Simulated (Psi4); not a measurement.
**C3H10Si (trimethylsilane) at HF/STO-3G**

What is the energy change on altering one bond length of C3H10Si (trimethylsilane) at HF/STO-3G? 

The results are computed with Psi4 1.11.

1 further run of the same task is left out (set aside as unsound or not needed).

### 1 The system as given

The species is C3H10Si (14 atoms), meant as a singlet with charge 0. SMILES: `C[SiH](C)C`. Geometry: relaxed at PBE0-D4/def2-TZVP.

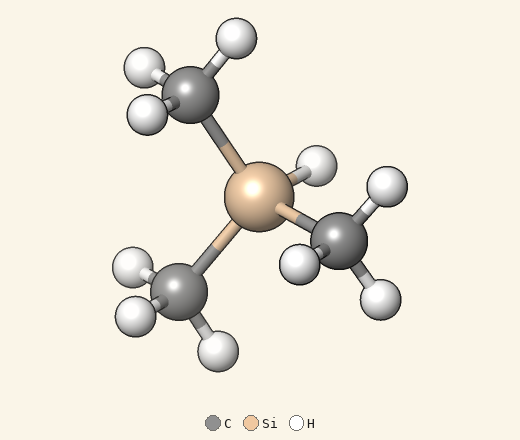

Viewed from a chosen angle; carbon grey, silicon light orange, hydrogen white.

### 2 The energy at HF/STO-3G

Input file run.py:

```python
import psi4

psi4.set_memory('1600 MB')
psi4.set_num_threads(1)
psi4.core.set_output_file('output.dat', False)

geom = psi4.geometry("""
C     -0.956800     1.082600    -1.038400
Si    -0.338800    -0.014600     0.348900
C      1.239400     0.684100     1.077800
C     -0.051300    -1.756700    -0.277600
H     -1.888100     0.697200    -1.460900
H     -1.145900     2.098700    -0.683100
H     -0.221600     1.141300    -1.845900
H     -1.379500    -0.059300     1.420400
H      2.029000     0.733500     0.322800
H      1.601800     0.063500     1.901200
H      1.081800     1.694100     1.464300
H     -0.968800    -2.184000    -0.689800
H      0.706900    -1.767300    -1.065700
H      0.291900    -2.413100     0.526000
symmetry c1
no_reorient
no_com
""")

psi4.set_options({
    'basis': 'STO-3G',
    'puream': True,
    'e_convergence': 1e-09,
    'd_convergence': 1e-08,
    'scf_type': 'pk',
})

e_tot, wfn = psi4.energy("hf", return_wfn=True)
psi4.oeprop(wfn, "MULLIKEN_CHARGES", "QUADRUPOLE", "LOWDIN_CHARGES")
print(f'total energy {e_tot:.8f} hartree = {e_tot * 27.211386:.5f} eV')
```

Run with:

```sh
$ python run.py
```

output.dat:

```text
[...]
  Running in c1 symmetry.
[...]
  Nuclear repulsion =  175.332631854346999
[...]
  Multiplicity = 1
[...]
  Nalpha       = 21
  Nbeta        = 21
[...]
    Number of basis functions: 34
[...]
   @RHF iter   1:  -403.69224571795405   -4.14095e+00   2.55639e-03 ADIIS/DIIS
[...]
   @RHF iter   8:  -403.69906843985825    2.27374e-13   7.86735e-10 DIIS
[...]
    Orbital Energies [Eh]
    ---------------------
    Doubly Occupied:
       1A    -67.989018     2A    -10.985322     3A    -10.985249
       4A    -10.985239     5A     -5.965225     6A     -3.990623
       7A     -3.990601     8A     -3.990601     9A     -0.923390
      10A     -0.876913    11A     -0.876899    12A     -0.614438
      13A     -0.534553    14A     -0.521835    15A     -0.521817
      16A     -0.503380    17A     -0.503360    18A     -0.494537
      19A     -0.384360    20A     -0.374704    21A     -0.374679
[...]
  @RHF Final Energy:  -403.69906843985825
   => Energetics <=
    Nuclear Repulsion Energy =            175.3326318543469995
    One-Electron Energy =                -905.2899155428958693
    Two-Electron Energy =                 326.2582152486905898
    Total Energy =                       -403.6990684398582516
[...]
 Multipole Moments:
 ------------------------------------------------------------------------------------
     Multipole            Electronic (a.u.)      Nuclear  (a.u.)        Total (a.u.)
 ------------------------------------------------------------------------------------
 L = 1.  Multiply by 2.5417464519 to convert [e a0] to [Debye]
 Dipole X            :          6.1677656           -6.1376415            0.0301241
 Dipole Y            :          0.2653465           -0.2641837            0.0011627
 Dipole Z            :         -6.3513880            6.3205670           -0.0308211
 Magnitude           :                                                    0.0431132
 L = 2.  Multiply by 1.3450342976 to convert [e a0^2] to [Debye ang]
 Quadrupole XX       :       -141.3890416          116.1980760          -25.1909657
 Quadrupole XY       :          2.9524061           -2.9473538            0.0050523
[...]
  Mulliken Charges: (a.u.)
   Center  Symbol    Alpha    Beta     Spin     Total
       1     C     3.18453  3.18453  0.00000 -0.36907
       2    SI     6.57714  6.57714  0.00000  0.84572
       3     C     3.18454  3.18454  0.00000 -0.36909
       4     C     3.18455  3.18455  0.00000 -0.36909
       5     H     0.47542  0.47542  0.00000  0.04915
       6     H     0.47543  0.47543  0.00000  0.04915
       7     H     0.47622  0.47622  0.00000  0.04756
       8     H     0.58806  0.58806  0.00000 -0.17613
       9     H     0.47621  0.47621  0.00000  0.04758
      10     H     0.47542  0.47542  0.00000  0.04915
      11     H     0.47541  0.47541  0.00000  0.04917
[...]
```

The script printed:

```text
total energy -403.69906844 hartree = -10985.21118 eV
```

It took 1.3 s on 1 thread of Intel Xeon 6975P-C (Granite Rapids), shared host; peak memory 0.18 GiB.

### 3 The distorted shape at the same level

Input file job.py:

```python
import psi4

psi4.set_memory(1600000000)
psi4.set_num_threads(1)
psi4.set_output_file('output.dat', False)

mol = psi4.geometry("""
0 1
C
Si 1 2.1546
C 2 1.873551 1 110.33611
C 2 1.873518 3 110.34071 1 122.18788
H 1 1.092867 2 111.15067 4 58.89097
H 1 1.092912 5 107.82447 2 -122.0578
H 1 1.093627 5 107.83938 6 -116.20878
H 2 1.494378 4 108.59178 3 -118.91119
H 3 1.093587 2 110.88281 8 179.99727
H 3 1.092916 9 107.84062 2 121.89132
H 3 1.092849 10 107.82801 9 -116.21731
H 4 1.092841 2 111.15351 8 60.07465
H 4 1.093655 12 107.84533 2 -121.73572
H 4 1.092895 12 107.8272 13 -116.20474
units angstrom
symmetry c1
no_reorient
no_com
""")

options = {'reference': 'rhf', 'puream': True, 'e_convergence': 1e-09, 'd_convergence': 1e-08, 'scf_type': 'pk'}
psi4.set_options(options)

e, wfn = psi4.energy('hf/STO-3G', molecule=mol, return_wfn=True)
psi4.oeprop(wfn, 'QUADRUPOLE', 'LOWDIN_CHARGES', 'DIPOLE')
print('E =', round(e, 9))
```

Run with:

```sh
$ python job.py
```

output.dat:

```text
[...]
  Running in c1 symmetry.
[...]
  Nuclear repulsion =  169.593819240698195
[...]
  Multiplicity = 1
[...]
  Nalpha       = 21
  Nbeta        = 21
[...]
    Number of basis functions: 34
[...]
   @RHF iter   1:  -403.65914606273293   -4.26564e+00   2.73738e-03 DIIS/ADIIS
[...]
   @RHF iter   9:  -403.66706305846515   -2.27374e-13   1.67169e-09 DIIS
[...]
    Orbital Energies [Eh]
    ---------------------
    Doubly Occupied:
       1A    -67.990872     2A    -10.989931     3A    -10.989880
       4A    -10.983895     5A     -5.967777     6A     -3.993067
       7A     -3.993045     8A     -3.992376     9A     -0.915344
      10A     -0.879724    11A     -0.861774    12A     -0.612327
      13A     -0.529542    14A     -0.523906    15A     -0.511644
      16A     -0.506182    17A     -0.495365    18A     -0.492912
      19A     -0.389365    20A     -0.380137    21A     -0.332336
[...]
  @RHF Final Energy:  -403.66706305846515
   => Energetics <=
    Nuclear Repulsion Energy =            169.5938192406981955
    One-Electron Energy =                -893.8589619560320898
    Two-Electron Energy =                 320.5980796568687765
    Total Energy =                       -403.6670630584651462
[...]
 Multipole Moments:
 ------------------------------------------------------------------------------------
     Multipole            Electronic (a.u.)      Nuclear  (a.u.)        Total (a.u.)
 ------------------------------------------------------------------------------------
 L = 1.  Multiply by 2.5417464519 to convert [e a0] to [Debye]
 Dipole X            :          1.0640097           -1.1083672           -0.0443575
 Dipole Y            :          0.5874532           -0.6119285           -0.0244753
 Dipole Z            :          0.8021255           -0.6805038            0.1216217
 Magnitude           :                                                    0.1317516
 L = 2.  Multiply by 1.3450342976 to convert [e a0^2] to [Debye ang]
 Quadrupole XX       :       -111.3266426           86.2041655          -25.1224771
 Quadrupole XY       :         54.4488965          -54.3802326            0.0686639
[...]
```

On the terminal:

```text
E = -403.667063058
```

Run time: 1.3 s. Hardware: 1 thread of Intel Xeon 6975P-C (Granite Rapids), shared host; peak memory 0.18 GiB.

### 4 Outcome

Level: HF/STO-3G.

| quantity | value |
| --- | --- |
| first shape: total energy | -403.69907 Eh |
| first shape: dipole moment | 0.11 D |
| first shape: HOMO energy | -10.20 eV |
| first shape: LUMO energy | 14.15 eV |
| first shape: HOMO–LUMO gap | 24.34 eV |
| distorted shape: total energy | -403.66706 Eh |
| distorted shape: dipole moment | 0.33 D |
| distorted shape: HOMO energy | -9.04 eV |
| distorted shape: LUMO energy | 10.68 eV |
| distorted shape: HOMO–LUMO gap | 19.72 eV |
| energy change with the C1–Si2 bond stretched from 1.874 to 2.155 Å | 0.871 eV |

In words: With the C1–Si2 bond stretched from 1.874 to 2.155 Å the energy rises by 0.87 eV (20.1 kcal/mol). The first shape isn't relaxed at this level, so the change isn't measured from a minimum. The minimal basis adds a large error of its own.
